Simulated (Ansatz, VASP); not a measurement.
# MnS: VASP beside Ansatz

Wanted: the spread between two codes on one cell, functional and k mesh. The start cell is built, not measured: As first built, before any earlier steps moved the atoms: it takes the MnSe structure with some of its atoms replaced by other elements, volume scaled by an estimate. The cell comes out of earlier VASP steps on this material, which relaxed, scaled or displaced it; both programs get it as it stands.

Method: plane waves, with VASP 6.6.1 beside it; relaxation of cell and atoms at PBE, in Ansatz 0.2.0.

### 1. Set-up

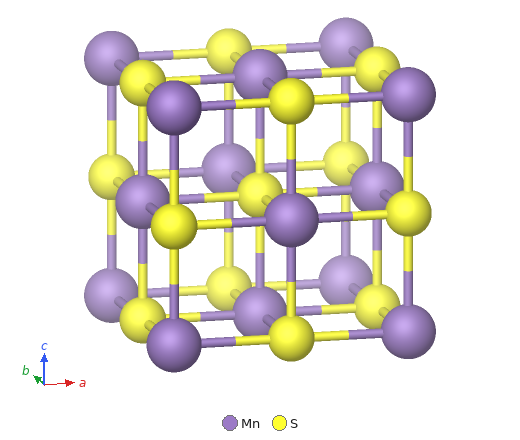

The starting structure, seen slightly off an axis (manganese light purple, sulfur yellow). This picture shows the conventional cell, with its axes. Some periodic images of atoms are drawn too.

As a file:

```
Mn S
1.0
     0.00000    2.55446    2.55446
     2.55446    0.00000    2.55446
     2.55446    2.55446    0.00000
Mn S
1 1
Cartesian
  0.0000 0.0000 0.0000
  2.5545 2.5545 2.5545
```

### 2. VASP: relaxation of cell and atoms, PBE

The relaxed volume is the usual yardstick between codes: its relative difference is about their pressure difference at one cell divided by the bulk modulus.

Lines of VASP's logs that name or quote its potential files are left out, and so is its time.

File INCAR:

```
SYSTEM = MnS
PREC = Accurate
ENCUT = 400
EDIFF = 1E-06
NELM = 100
ISMEAR = -1
SIGMA = 0.05
LREAL = .FALSE.
ALGO = Normal
GGA = PE
NBANDS = 16
ISPIN = 2
MAGMOM = 4 0
LMAXMIX = 4
LORBIT = 11
LWAVE = .FALSE.
LCHARG = .FALSE.
KPAR = 4
IBRION = 2
NSW = 60
ISIF = 3
EDIFFG = -0.01
```

File POSCAR:

```
MnS
1.0
    0.0000000000      2.5544641168      2.5544641168
    2.5544641168      0.0000000000      2.5544641168
    2.5544641168      2.5544641168      0.0000000000
Mn S
1 1
Direct
    0.0000000000      0.0000000000      0.0000000000
    0.5000000000      0.5000000000      0.5000000000
```

File KPOINTS:

```
Automatic mesh
0
Gamma
8 8 8
0 0 0
```

PAW data sets: Mn_pv and S (PBE family, release 64).

On the command line:

```console
$ mpirun -np 4 vasp_std
```

Numbers of over 12 decimals in the logs are rounded to 6 here.

Log:

```text
[banner, memory and clock lines left out]
running    4 mpi-ranks, on    1 nodes
 distrk:  each k-point on    1 cores,    4 groups
 distr:  one band on    1 cores,    1 groups

 POSCAR found type information on POSCAR MnS
 POSCAR found :  2 types and       2 ions
 LDA part: xc-table for (Slater+PW92), standard interpolation
 POSCAR, INCAR and KPOINTS ok, starting setup
 FFT: planning ... GRIDC
 FFT: planning ... GRID_SOFT
 FFT: planning ... GRID
 WAVECAR not read
 entering main loop
       N       E                     dE             d eps       ncg     rms          rms(c)
DAV:   1     0.124023687125E+03    0.12402E+03   -0.93742E+03  1880   0.103E+03
DAV:   2    -0.100645507509E+02   -0.13409E+03   -0.12743E+03  2168   0.297E+02
DAV:   3    -0.151669611044E+02   -0.51024E+01   -0.50713E+01  2216   0.651E+01
DAV:   4    -0.152247854661E+02   -0.57824E-01   -0.57818E-01  2248   0.714E+00
DAV:   5    -0.152259387354E+02   -0.11533E-02   -0.11533E-02  2176   0.102E+00    0.120E+01
DAV:   6    -0.141778249387E+02    0.10481E+01   -0.80929E+00  1920   0.354E+01    0.111E+01
DAV:   7    -0.140870837248E+02    0.90741E-01   -0.10245E+00  1872   0.153E+01    0.636E+00
DAV:   8    -0.140937049700E+02   -0.66212E-02   -0.40968E-02  2064   0.189E+00    0.361E+00
DAV:   9    -0.140855402764E+02    0.81647E-02   -0.23122E-02  2088   0.161E+00    0.656E-01
DAV:  10    -0.140887712723E+02   -0.32310E-02   -0.43904E-03  2008   0.686E-01    0.166E-01
DAV:  11    -0.140887008317E+02    0.70441E-04   -0.72231E-04  2072   0.200E-01    0.105E-01
DAV:  12    -0.140887381756E+02   -0.37344E-04   -0.12179E-04  1984   0.985E-02    0.728E-02
DAV:  13    -0.140887388949E+02   -0.71937E-06   -0.13086E-05  2048   0.463E-02    0.563E-02
DAV:  14    -0.140887495928E+02   -0.10698E-04   -0.98800E-06  1944   0.354E-02    0.102E-02
DAV:  15    -0.140887503496E+02   -0.75683E-06   -0.80304E-07  1448   0.731E-03
   1 F= -.14088750E+02 E0= -.14085247E+02  d E =-.140888E+02  mag=     4.5963
 curvature:   0.00 expect dE= 0.000E+00 dE for cont linesearch  0.000E+00
 trial: gam= 0.00000 g(F)=  0.770E-60 g(S)=  0.358E-04 ort = 0.000E+00 (trialstep = 0.100E+01)
 search vector abs. value=  0.358E-04
 bond charge predicted
       N       E                     dE             d eps       ncg     rms          rms(c)
DAV:   1    -0.140894696275E+02   -0.72003E-03   -0.10811E-02  1856   0.147E+00    0.268E-01
DAV:   2    -0.140888213424E+02    0.64829E-03   -0.25984E-03  1856   0.814E-01    0.242E-01
DAV:   3    -0.140887860735E+02    0.35269E-04   -0.11827E-04  1952   0.154E-01    0.575E-02
DAV:   4    -0.140887745532E+02    0.11520E-04   -0.51188E-05  2000   0.427E-02    0.306E-02
DAV:   5    -0.140887719867E+02    0.25665E-05   -0.74333E-06  2064   0.322E-02    0.197E-02
DAV:   6    -0.140887711939E+02    0.79279E-06   -0.89048E-07  1448   0.858E-03
   2 F= -.14088771E+02 E0= -.14085327E+02  d E =-.208443E-04  mag=     4.6004
 trial-energy change:   -0.000021  1 .order   -0.000017   -0.000036    0.000002
 step:   0.9457(harm=  0.9457)  dis= 0.00000  next Energy=   -14.088767 (dE=-0.169E-04)
 reached required accuracy - stopping structural energy minimisation
```

OUTCAR, selected parts (step 2):

```text
ion  position               nearest neighbor table
   1  0.000  0.000  0.000-   2 2.55   2 2.55   2 2.55   2 2.55   2 2.55   2 2.55
   2  0.500  0.500  0.500-   1 2.55   1 2.55   1 2.55   1 2.55   1 2.55   1 2.55

  LATTYP: Found a face centered cubic cell.
 ALAT       =     5.1089282336

 Subroutine GETGRP returns: Found 48 space group operations
 (whereof 48 operations were pure point group operations)

The static configuration has the point symmetry O_h .

 Found     29 irreducible k-points:

   k-points           NKPTS =     29   k-points in BZ     NKDIM =     29   number of bands    NBANDS=     16

   dimension x,y,z NGX =    24 NGY =   24 NGZ =   24
   dimension x,y,z NGXF=    48 NGYF=   48 NGZF=   48

   ENCUT  =  400.0 eV  29.40 Ry    5.42 a.u.   5.89  5.89  5.89*2*pi/ulx,y,z

   NELECT =      19.0000    total number of electrons

 k-points in reciprocal lattice and weights: Automatic mesh
   0.00000000  0.00000000  0.00000000       0.002
   0.12500000  0.00000000  0.00000000       0.016
   0.25000000  0.00000000  0.00000000       0.016
   0.37500000  0.00000000  0.00000000       0.016
   0.50000000  0.00000000  0.00000000       0.008
   0.12500000  0.12500000  0.00000000       0.012
   0.25000000  0.12500000  0.00000000       0.047
   0.37500000  0.12500000  0.00000000       0.047
   0.50000000  0.12500000  0.00000000       0.047
[...]
-0.37500000  0.50000000  0.12500000       0.023
  -0.25000000  0.50000000  0.25000000       0.012

 average (electrostatic) potential at core
       1 -67.9164       2 -84.8282

 E-fermi :   7.2680

 spin component 1
 k-point     1 :       0.0000    0.0000    0.0000
  band No.  band energies     occupation
    ...
      8       3.9801      1.00000
      9       3.9801      1.00000
     10       5.3403      1.00000
     11       5.3403      1.00000
     12       5.3403      1.00000
     13       9.4276      0.00000
     14      15.9983      0.00000
     15      15.9983      0.00000
     16      15.9983      0.00000

 k-point     2 :       0.1250    0.0000    0.0000
  band No.  band energies     occupation
    ...
      8       3.9744      1.00000
      9       3.9744      1.00000
     10       4.8449      1.00000
     11       5.9086      1.00000
     12       5.9086      1.00000
     13      10.3449      0.00000
     14      14.8703      0.00000
     15      15.8704      0.00000
     16      15.8704      0.00000

 k-point     3 :       0.2500    0.0000    0.0000
  band No.  band energies     occupation
    ...
      8       4.1711      1.00000
      9       4.1711      1.00000
     10       4.6917      1.00000
     11       6.8094      0.99990
     12       6.8094      0.99990
     13      11.1203      0.00000
     14      14.4989      0.00000
     15      14.5945      0.00000
     16      14.5945      0.00000

 k-point     4 :       0.3750    0.0000    0.0000
  band No.  band energies     occupation
    ...
      6       2.3717      1.00000
      7       2.3717      1.00000
      8       4.3826      1.00000
      9       4.3826      1.00000
     10       4.8024      1.00000
     11       7.5631      0.00272
     12       7.5631      0.00272
     13      10.5147      0.00000
     14      13.2558      0.00000
     15      13.2558      0.00000
    ...

 k-point     5 :       0.5000    0.0000    0.0000
  band No.  band energies     occupation
    ...
      6       2.2146      1.00000
      7       2.2146      1.00000
      8       4.4748      1.00000
      9       4.4749      1.00000
     10       4.8800      1.00000
     11       7.8819      0.00000
     12       7.8819      0.00000
     13      10.1385      0.00000
     14      12.7125      0.00000
     15      12.7126      0.00000
    ...

 k-point     6 :       0.1250    0.1250    0.0000
  band No.  band energies     occupation
    ...
      8       3.7905      1.00000
      9       4.0211      1.00000
     10       5.4283      1.00000
     11       5.4283      1.00000
     12       5.6340      1.00000
     13      10.7831      0.00000
     14      14.8243      0.00000
     15      15.5816      0.00000
     16      15.9046      0.00000

  Total       -0.0012781     -0.0012781     -0.0012781      0.0000000      0.0000000     -0.0000000
  in kB       -0.0613264     -0.0613264     -0.0613264      0.0000000      0.0000000     -0.0000000
  external PRESSURE =      -0.0613264 kB  Pullay stress =       0.0000000 kB

  energy-cutoff  :      400.00
  volume of cell :       33.39
      direct lattice vectors                 reciprocal lattice vectors
    -0.000000000  2.555835332  2.555835332    -0.195630757  0.195630757  0.195630757
     2.555835332  0.000000000  2.555835332     0.195630757 -0.195630757  0.195630757
     2.555835332  2.555835332 -0.000000000     0.195630757  0.195630757 -0.195630757

 POSITION                                       TOTAL-FORCE (eV/Angst)
 -----------------------------------------------------------------------------------
     -0.00000      2.55584      2.55584         0.000000     -0.000000     -0.000000
      2.55584      2.55584      2.55584         0.000000      0.000000      0.000000
 -----------------------------------------------------------------------------------
    total drift:                               -0.000000     -0.000000      0.000000

  FREE ENERGIE OF THE ION-ELECTRON SYSTEM (eV)
  ---------------------------------------------------
  free  energy   TOTEN  =       -14.0887711939 eV

  energy  without entropy=      -14.0818822605  energy(sigma->0) =      -14.08532673

 reached required accuracy - stopping structural energy minimisation

 total charge
# of ion       s       p       d       tot
------------------------------------------
    1        0.225   6.181   4.953  11.359
    2        1.328   2.412   0.000   3.740
--------------------------------------------------
tot          1.553   8.593   4.953  15.099

 magnetization (x)
# of ion       s       p       d       tot
------------------------------------------
    1        0.053   0.042   4.075   4.170
    2        0.028   0.070   0.000   0.098
--------------------------------------------------
tot          0.081   0.112   4.075   4.269

[... 6 further parts left out ...]
```

[end of part 1 of 2]

[Lines on the potential files, build, host, timing and source positions are cut from VASP's logs without a mark.]

[Logs are printed without paths, hosts, clocks, repeated set-up lines and the standing remarks that a program may print on its own settings, such as how far it seeks lower states.]

[Hosts, paths, dates, database ids (printed as entryN), source tags and the programs' standing remarks are cut or masked in the printed files.]
